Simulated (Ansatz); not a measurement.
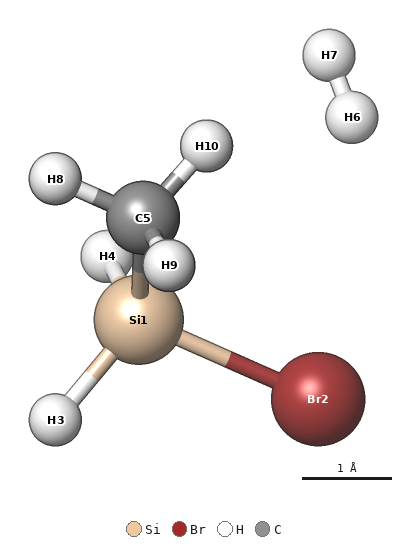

The input geometry (ball-and-stick view, seen at a tilt; atoms are numbered from 1 in the order of the input).

Run report: CH7BrSi, single-point calculation

The run: single-point calculation of CH7BrSi. Method and program: RKS PBE0-D4/def2-TZVPP (Ansatz 0.2.0).

The geometry is the reactant side of a reaction. The reaction was set up to form Si1–H7 and Br2–H6 and to break Si1–Br2 and H6–H7 (atoms counted from 1 in the order of the input); sticks are drawn by distance alone. The geometry comes from this level: PBE0-D4/def2-TZVP.

The input:
```yaml
crystal:
  periodic: [false, false, false]
  atoms:
    - {symbol: Si, position_ang: [-0.882709, -0.655488, -0.189930]}
    - {symbol: Br, position_ang: [0.379418, -1.622244, -1.754607]}
    - {symbol: H, position_ang: [-1.920501, -1.642328, 0.194853]}
    - {symbol: H, position_ang: [-1.525563, 0.522534, -0.819967]}
    - {symbol: C, position_ang: [0.179083, -0.172812, 1.255655]}
    - {symbol: H, position_ang: [1.307211, 1.544633, -1.807695]}
    - {symbol: H, position_ang: [1.283155, 2.241750, -1.540722]}
    - {symbol: H, position_ang: [-0.435497, 0.299735, 2.027136]}
    - {symbol: H, position_ang: [0.664112, -1.049780, 1.688353]}
    - {symbol: H, position_ang: [0.951292, 0.534002, 0.946825]}
basis:
  gaussian: {orbitals: def2-TZVPP}
hamiltonian: {xc: pbe0, dispersion: d4}
output: {orbitals: {seedname: orbitals}}
```

Run as:
```bash
ansatz run in.yaml --threads 4 --pin off --events-out ev --progress --plain --max-ram 9574MiB
```

The program's output:
```
Functional definition: PBE0
  name "PBE0"
  cite "Adamo & Barone, J. Chem. Phys. 110, 6158 (1999) doi:10.1063/1.478522"
  cite "Perdew, Burke & Ernzerhof, Phys. Rev. Lett. 77, 3865 (1996) doi:10.1103/PhysRevLett.77.3865"
  parent pbe
  parameter a = 0.25
  parameter kappa = 0.804
  parameter beta = 0.06672455060314922
  exchange = (1 - a)*pbe_x(kappa = kappa, mu = beta*pi^2/3) + a*exact_x
  correlation = pbe_c(beta = beta)
1297 factors; their error is unknown
mean field evaluation 1: about -79058.2782 eV, gradient 4.8e1 eV
mean field evaluation 2: about -79056.3783 eV, gradient 5.1e1 eV
mean field evaluation 4: about -79063.3110 eV, gradient 1.7e0 eV
mean field evaluation 8: about -79063.7596 eV, gradient 1.0e-1 eV
mean field -79063.75961367 eV, -2905.5395744612 hartree, gradient 3.1e-5 eV, S^2 0.000000; 0 other end points of the search recorded, 0 dependent functions left out
reference -79063.75964667 eV, -2905.5395756739 hartree; 31, 31 occupied and 188, 188 virtual orbitals, 1297 factors
Total energy: -79063.91382464 eV, -2905.5452416098 hartree
```

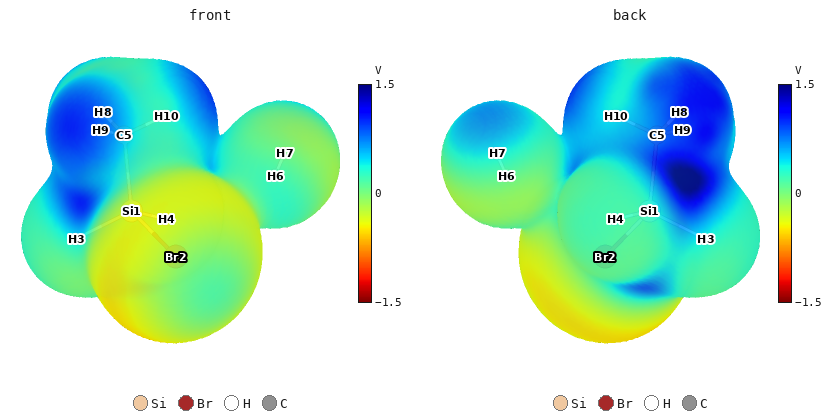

The electrostatic potential painted on the density surface at 0.002 e/bohr³, seen face on and from behind; the colour scale runs from red (negative) to blue (positive).

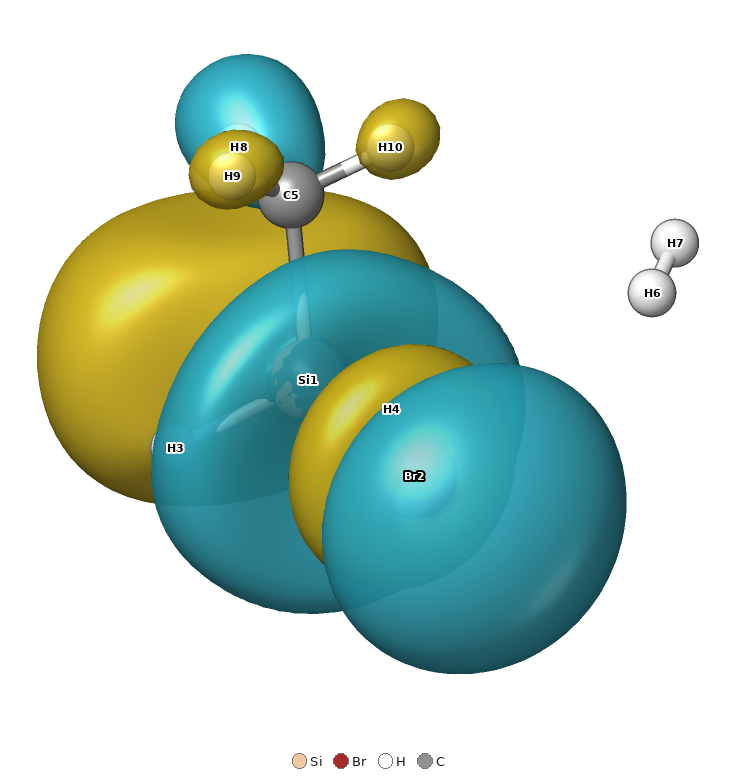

One frontier orbital at ±0.06 Å⁻³ᐟ² (yellow and cyan are the two phases), seen face on. The LUMO, at 0.11 eV. It lies mainly on Si1 (45 %) and Br2 (30 %).

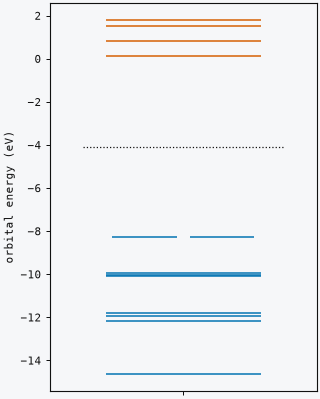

Orbital energies near the frontier; the dotted line parts filled from empty levels, and levels within 0.02 eV of each other stand side by side. Highest filled −8.28 eV, lowest empty 0.11 eV, 8.39 eV apart.

Summary:

- outcome: converged
- total energy: −79063.9138 eV
- mean-field energy: −79063.7596 eV
- dispersion energy: −0.1542 eV
- SCF solution under orbital rotations: stable
- HOMO: −8.28 eV
- LUMO: 0.11 eV
- hardware: 4 threads of Arm Neoverse V1, 23 GiB of memory available, shared host
- wall time: 2.5 s (CPU time 9.2 s)
- peak memory: 0.52 GiB
